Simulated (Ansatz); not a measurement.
Input

```
crystal:
  periodic: [false, false, false]
  atoms:
    - {symbol: F, position_ang: [1.349719, -0.135057, -1.749223]}
    - {symbol: "N", position_ang: [-0.038522, 0.699989, 0.958628]}
    - {symbol: O, position_ang: [-1.217811, 1.290248, -1.649848]}
    - {symbol: O, position_ang: [-1.145213, -1.359522, -0.795525]}
    - {symbol: W, position_ang: [-0.281743, 0.106752, -0.860612]}
    - {symbol: H, position_ang: [-0.054267, 0.078347, 1.763555]}
    - {symbol: H, position_ang: [-0.097868, 1.672880, 1.249412]}
basis:
  gaussian:
    orbitals: def2-TZVPD
hamiltonian:
  xc: pbe0
output: {forces: true, orbitals: {seedname: orbitals}}
```

Launched as:

```sh
ansatz run input.yaml --threads 2 --pin off --max-ram 5220MiB --events-out events.jsonl --progress --plain --runs-dir runs
```

Geometry: PBE0-D4/def2-SVP; core potentials replace the inner electrons of W.

The calculation used isolated molecule in a Gaussian basis; Kohn-Sham density functional theory, functional PBE0 in Ansatz.

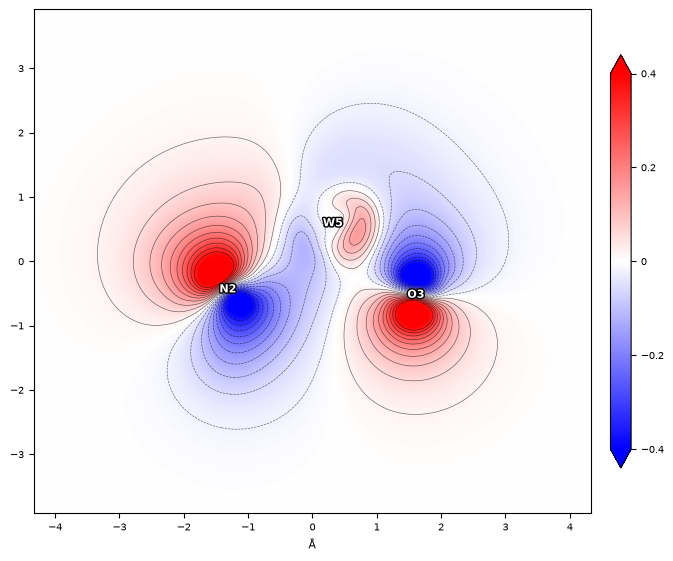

FH₂NO₂W. One frontier orbital on the plane of atoms N2, W5 and O3 (values in Å⁻³ᐟ²; the overall sign is arbitrary).

Which orbital is it: HOMO or LUMO?

Answer. The HOMO, at −9.06 eV. By Hirshfeld shares it lies mainly on N2 (about 55 %), W5 (about 10 %), O3 (about 10 %) and O4 (about 10 %); largely a combination of lone pairs on N2, O3 and O4.
